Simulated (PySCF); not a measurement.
AsGeH₅, SMILES `[GeH3][AsH2]`.

Method: CAM-B3LYP/def2-TZVP; geometry: GFN2-xTB; program: PySCF. No frequency check shows the geometry to be a minimum. GFN2-xTB bond lengths at metals and heavier atoms can be off by up to 0.1 Å and shapes distorted, which carries into these values.

Input script:

```python
import numpy as np
from pyscf import gto, scf, dft, lo
from pyscf.data.elements import chemcore

def solve(mol, dm0=None, hcore=None):
    mf = (dft.UKS if mol.spin else dft.RKS)(mol, xc='camb3lyp')
    mf.grids.level = 3
    mf = mf.density_fit(auxbasis='def2-universal-jkfit')
    mf.conv_tol, mf.max_cycle = 1e-8, 80
    if hcore is not None:
        mf.get_hcore = lambda *args: hcore
    mf.kernel(dm0)
    if not mf.converged:
        mf = mf.newton().run(mf.mo_coeff, mf.mo_occ, max_cycle=30)
    assert mf.converged, 'SCF not converged'
    return mf

mol = gto.M(atom='''
Ge     1.16121     0.00003     0.00237
As    -1.21127    -0.00061    -0.06202
H      1.77355    -1.19183    -0.68735
H      1.81148     0.01343     1.36179
H      1.77381     1.17765    -0.71063
H     -1.27268     1.06599     0.99307
H     -1.27292    -1.04604     1.01381
''', basis='def2-tzvp', charge=0, spin=0, verbose=4)
mf = solve(mol)
occ_all = mf.mo_coeff[:, mf.mo_occ > 0]
occ = occ_all[:, chemcore(mol):]
pm = lo.PM(mol, occ, pop_method='meta_lowdin')
loc = pm.kernel()
for _ in range(5):
    new, stable = pm.stability_jacobi(return_status=True)
    if stable:
        break
    loc = pm.kernel(new)
fock, s = mf.get_fock(), mf.get_ovlp()
ortho = lo.orth_ao(mol, 'meta_lowdin')
labels = mol.ao_labels(fmt=None)
vir = loc[:, :0]
both = np.hstack([loc, vir])
p = (ortho.T @ s @ both) ** 2
pop = np.array([p[[l[0] == a for l in labels]].sum(0) for a in range(mol.natm)])
spd = np.array([[p[[l[0] == a and l[2][-1] == k for l in labels]].sum(0) for k in 'spd'] for a in range(mol.natm)])
eps = np.einsum('pi,pq,qi->i', both, fock, both)
for i in np.argsort(eps):
    top = np.argsort(-pop[:, i])[:3]
    print('%3d %s %9.4f Eh ' % (i + 1, 'occ' if i < loc.shape[1] else 'vir', eps[i]), '  '.join('%s%d %.3f' % (mol.atom_symbol(a), a + 1, pop[a, i]) for a in top))
np.savez('result.npz', c=both, nocc=loc.shape[1], pop=pop, spd=spd, eps=eps, e=mf.e_tot)
```

Command:

```sh
OMP_NUM_THREADS=1 python input.py
```

The run took 21 s on 1 thread of Arm Neoverse V1, with other jobs on the host, peak memory 0.55 GiB.

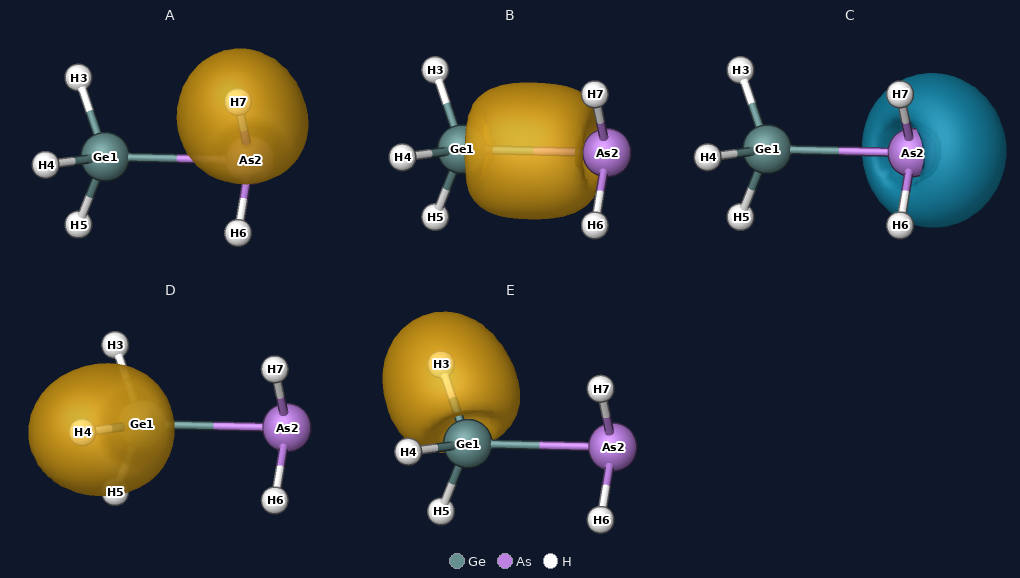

Pipek–Mezey orbitals, occupied; each surface holds about 70 % of the orbital's density. Energies are diagonal elements of the Fock matrix.

### Name the orbitals, with their atomic make-up and energies.

By panel:
- A: σ bond H7–As2 (H7 50 %, As2 49 %; −13.6 eV)
- B: σ bond As2–Ge1 (As2 54 %, Ge1 46 %; −12.8 eV)
- C: lone pair on As2 (sp0.7-type) (As2 99 %; −12.3 eV)
- D: σ bond H4–Ge1 (H4 52 %, Ge1 47 %; −12.8 eV)
- E: σ bond H3–Ge1 (H3 52 %, Ge1 47 %; −12.7 eV)
